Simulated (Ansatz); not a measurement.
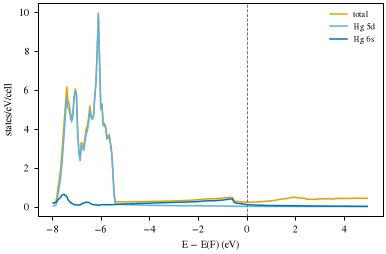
*Total and projected density of states of Hg (body-centred tetragonal, I4/mmm), the program Ansatz at the PBEsol level (PAW)*

Which orbitals carry the states next to the Fermi level?

Within 0.5 eV of the Fermi level: Hg 6s 49 %, outside the projected shells 48 %. Projections are on Löwdin-orthogonalised atomic valence shells; empty p or d shells of many metals are not among them.

Where is the tallest occupied peak in this window, and what makes it?

Near -6.1 eV, about 10.0 states/eV per cell; the largest projected share is Hg 5d.

The first step of the workflow began from a Materials Project structure, measured or hypothetical; the Crystallography Open Database copy checked does not list it. It is not the usual solid phase (space group No. 166). Symmetry was held in the PBEsol relaxation; its stability against distortions is not shown here. The substance is a gas or liquid at ambient conditions. Scalar-relativistic: spin–orbit coupling is off unless named, which matters more the heavier the elements.

Potentials: the later of the program's two PAW sets.
